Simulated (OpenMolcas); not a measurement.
**SiHClF2 (SMILES F[SiH](F)Cl): levels of theory compared**

We compute a comparison of 6 runs (HF/3-21G, HF/6-311+G**, B3LYP/6-31G*, BLYP/6-311+G**, SVWN5/6-311+G**, TPSS/6-311+G**) of SiHClF2. 

Program for the calculation: OpenMolcas 26.06.

**1. The structure to begin with**

SiHClF2 has 5 atoms, charge 0, and is taken as a singlet. As SMILES, `F[SiH](F)Cl`. The coordinates come from a PBE0-D4/def2-TZVP relaxation.

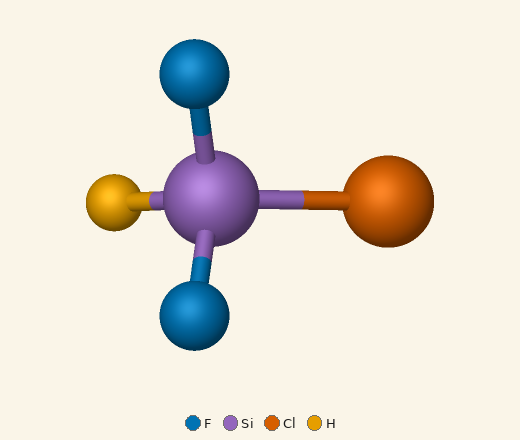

Viewed from a chosen angle; fluorine blue, silicon purple, chlorine orange, hydrogen amber.

**2. Energy and forces at HF/3-21G (run 1)**

run.inp

```
&GATEWAY
BasLib=$CurrDir
Coord
5
angstrom
F       -0.339600      -0.621400       1.420100
Si       0.095900      -0.000200       0.037800
F       -0.033500       1.566800       0.156500
Cl      -1.157500      -0.656000      -1.401500
H        1.484600      -0.363000      -0.254200
Basis=3-21G
Group=NoSym
&SEWARD
&SCF
Thresholds=1e-10 1e-07 1e-07 1e-05
PrOrbitals=1 1
&ALASKA
```

The basis set 3-21G is read from a file made from the Basis Set Exchange's data (not shown).

Launch:

```console
export MOLCAS_MEM=1860
pymolcas run.inp > run.log
```

Log:

```text
--- Start Module: gateway ---
[...]
--- Stop Module: gateway /rc=_RC_ALL_IS_WELL_ ---
[...]
      Basis functions           46
[...]
--- Start Module: scf ---
[...]
       Convergence after  11 Iterations
[...]
::    Total SCF energy                               -943.2378858373
[...]
      Total spin, S                                     0.0000000000
[...]
      Total electronic charge=   50.000000
      Total            charge=   -0.000000
[...]
      Dipole Moment (debye):
      Origin of the operator (angstrom)=   -0.4256   -0.0525   -0.1791
                   X=  2.1039E+00               Y= -3.5476E-01               Z= -1.0440E-01           Total=  2.1362E+00
      Quadrupole Moment (debye*angstrom):
[...]
--- Stop Module: scf /rc=_RC_ALL_IS_WELL_ ---
--- Start Module: alaska ---
[...]
 *              Molecular gradients               *
 **************************************************
  Irreducible representation: a
 ------------------------------------------------------------------------------------------
                              X                       Y                       Z
 ------------------------------------------------------------------------------------------
  F1                9.85093034636231E-03    9.33191872974071E-03   -2.66976171672972E-02
  SI2              -4.71652634623663E-02    5.37453744247496E-03   -2.09656390838198E-03
  F3                4.45171393555777E-03   -2.92830005245115E-02   -4.39795217666883E-03
  CL4               2.68704061539324E-02    1.47257027122940E-02    3.20081729272381E-02
  H5                5.99221302647823E-03   -1.49158360008617E-04    1.18396032508272E-03
 ------------------------------------------------------------------------------------------
--- Stop Module: alaska /rc=_RC_ALL_IS_WELL_ ---
[...]
```

Wall time 2 s (1 thread of Arm Neoverse V2, shared host); peak memory 0.38 GiB.

**3. Energy and gradient at HF/6-311+G(d,p) (run 2)**

run.input

```
&GATEWAY
  BasLib
  $CurrDir
  Coord
  5
  angstrom
  F       -0.339600      -0.621400       1.420100
  Si       0.095900      -0.000200       0.037800
  F       -0.033500       1.566800       0.156500
  Cl      -1.157500      -0.656000      -1.401500
  H        1.484600      -0.363000      -0.254200
  Basis
  6-311pGss
  Group
  NoSym

&SEWARD

&SCF
  Thresholds
  1e-10 1e-07 1e-07 1e-05
  PrOrbitals
  1

&ALASKA
```

The basis set 6-311+G** is read from a file made from the Basis Set Exchange's data (not shown).

Launch:

```console
export MOLCAS_MEM=1860
pymolcas run.input > run.log
```

Log:

```text
--- Start Module: gateway ---
[...]
--- Stop Module: gateway /rc=_RC_ALL_IS_WELL_ ---
[...]
      Basis functions          110
[...]
--- Start Module: scf ---
[...]
       Convergence after  13 Iterations
[...]
::    Total SCF energy                               -948.1451486789
[...]
      Total spin, S                                     0.0000000000
[...]
      Total electronic charge=   50.000000
      Total            charge=   -0.000000
[...]
      Dipole Moment (debye):
      Origin of the operator (angstrom)=   -0.4256   -0.0525   -0.1791
                   X=  1.3694E+00               Y= -5.7839E-01               Z= -6.6963E-01           Total=  1.6304E+00
      Quadrupole Moment (debye*angstrom):
[...]
--- Stop Module: scf /rc=_RC_ALL_IS_WELL_ ---
[...]
--- Start Module: alaska ---
[...]
 *              Molecular gradients               *
 **************************************************
  Irreducible representation: a
 ------------------------------------------------------------------------------------------
                              X                       Y                       Z
 ------------------------------------------------------------------------------------------
  F1               -1.65668584619638E-05   -1.93492186109445E-03    2.47604290949965E-03
  SI2              -8.03682601399203E-03    2.98645930421948E-04   -1.41347332216188E-03
  F3                6.82670341407454E-04    3.04463966073598E-03   -3.99463554273227E-04
  CL4               1.26347465758414E-03    1.73029644365386E-04    6.04142964242271E-04
  H5                6.10724787359107E-03   -1.58139337443353E-03   -1.26724899744213E-03
 ------------------------------------------------------------------------------------------
--- Stop Module: alaska /rc=_RC_ALL_IS_WELL_ ---
[...]
```

Wall time 14 s (1 thread of Arm Neoverse V2, shared host); peak memory 0.65 GiB.

Runs 3 to 5 aren't shown in full; the table further down has their settings and results.

**4. Energy and gradient at TPSS/6-311+G(d,p) (run 6)**

test.input

```
* ClF2HSi Kohn-Sham DFT
&GATEWAY
BasLib=$CurrDir
Coord
5
angstrom
F       -0.339600      -0.621400       1.420100
Si       0.095900      -0.000200       0.037800
F       -0.033500       1.566800       0.156500
Cl      -1.157500      -0.656000      -1.401500
H        1.484600      -0.363000      -0.254200
Basis=6-311pGss
Group=NoSym
&SEWARD
GridInput
Grid=UltraFine
End of Grid
&SCF
KSDFT=2
1.0 MGGA_X_TPSS
1.0 MGGA_C_TPSS
Thresholds=1e-10 1e-07 1e-07 1e-05
PrOrbitals=1 2
&ALASKA
```

The basis set 6-311+G** is read from a file made from the Basis Set Exchange's data (not shown).

Launch:

```console
export MOLCAS_MEM=1860
pymolcas test.input > test.log
```

Log:

```text
--- Start Module: gateway ---
[...]
--- Stop Module: gateway /rc=_RC_ALL_IS_WELL_ ---
[...]
      Basis functions          110
[...]
--- Start Module: scf ---
[...]
       Convergence after  14 Iterations
[...]
::    Total KS-DFT energy                            -950.2823637657
[...]
      Total spin, S                                     0.0000000000
[...]
      Total electronic charge=   50.000000
      Total            charge=   -0.000000
[...]
      Dipole Moment (debye):
      Origin of the operator (angstrom)=   -0.4256   -0.0525   -0.1791
                   X=  1.1063E+00               Y= -4.7099E-01               Z= -5.4743E-01           Total=  1.3211E+00
      Quadrupole Moment (debye*angstrom):
[...]
--- Stop Module: scf /rc=_RC_ALL_IS_WELL_ ---
[...]
--- Start Module: alaska ---
[...]
 *              Molecular gradients               *
 **************************************************
  Irreducible representation: a
 ------------------------------------------------------------------------------------------
                              X                       Y                       Z
 ------------------------------------------------------------------------------------------
  F1                6.68574396025878E-03    9.73966192148623E-03   -2.13788412029103E-02
  SI2              -1.34414594727232E-02    1.18289992314660E-02    1.72432671773135E-02
  F3                1.92796825239117E-03   -2.42850699352388E-02   -1.73023933630345E-03
  CL4               5.03567971157892E-03    2.66157383258836E-03    5.82748893894447E-03
  H5               -2.07932451537829E-04    5.48349497129230E-05    3.83244229311686E-05
 ------------------------------------------------------------------------------------------
--- Stop Module: alaska /rc=_RC_ALL_IS_WELL_ ---
[...]
```

It took 43 s on 1 thread of Arm Neoverse V2, shared host; peak memory 0.65 GiB.

**5. All runs side by side**

```
run                               level  integration grid  energy (Eh)  dipole moment (D)  HOMO energy (eV)  LUMO energy (eV)  wall time
  1                            HF/3-21G                 –  -943.237886               2.14            -13.62              4.42        2 s
  2                        HF/6-311+G**                 –  -948.145149               1.63            -13.53              1.61       14 s
  3  B3LYP/6-31G* (spherical functions)         UltraFine  -950.136158               1.24             -9.58              0.91       14 s
  4                      BLYP/6-311+G**         UltraFine  -950.214587               1.34             -8.52             -0.64       35 s
  5                     SVWN5/6-311+G**         UltraFine  -946.340590               1.40             -8.81             -0.82       26 s
  6                      TPSS/6-311+G**         UltraFine  -950.282364               1.32             -8.79             -0.42       43 s
```

**6. Summary of results**

```
                       quantity          value
            run 6: total energy  -950.28236 Eh
           run 6: dipole moment         1.32 D
             run 6: HOMO energy       -8.79 eV
             run 6: LUMO energy       -0.42 eV
           run 6: HOMO–LUMO gap        8.37 eV
run 6: largest force on an atom     1.278 eV/Å
```

What this shows: The dipole moment (its size) runs from 1.24 D (B3LYP/6-31G*) to 2.14 D (HF/3-21G). The two ends differ in method and basis. The HOMO–LUMO gap runs from 7.88 eV (BLYP/6-311+G**) to 18.05 eV (HF/3-21G). Totals of different functionals can't be ranked against each other. All runs together took 2.2 min, the longest 43 s.
